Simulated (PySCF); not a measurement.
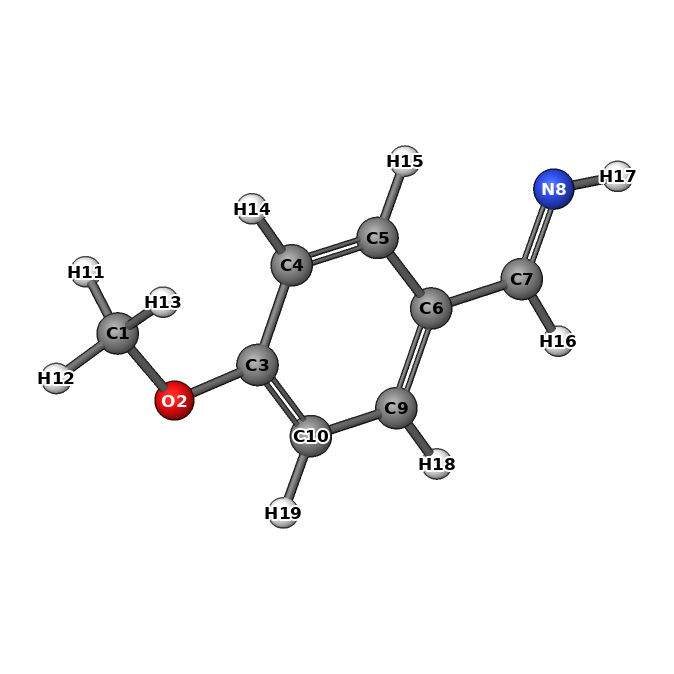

The questions are on isotropic NMR shieldings of the C atoms. The computed structure is the end point of a GFN2-xTB optimisation. No frequency run is at hand to confirm it as a minimum. Level of theory: GIAO PBE0/pcSseg-1 NMR shielding, non-relativistic, gas phase (PySCF 2.14.0).

Give the isotropic NMR shieldings of the C atoms atom by atom.

```
atom  σ (ppm)
  C1    131.0
  C3     17.3
  C4     74.2
  C5     52.9
  C6     52.0
  C7     16.1
  C9     47.8
 C10     64.2
```
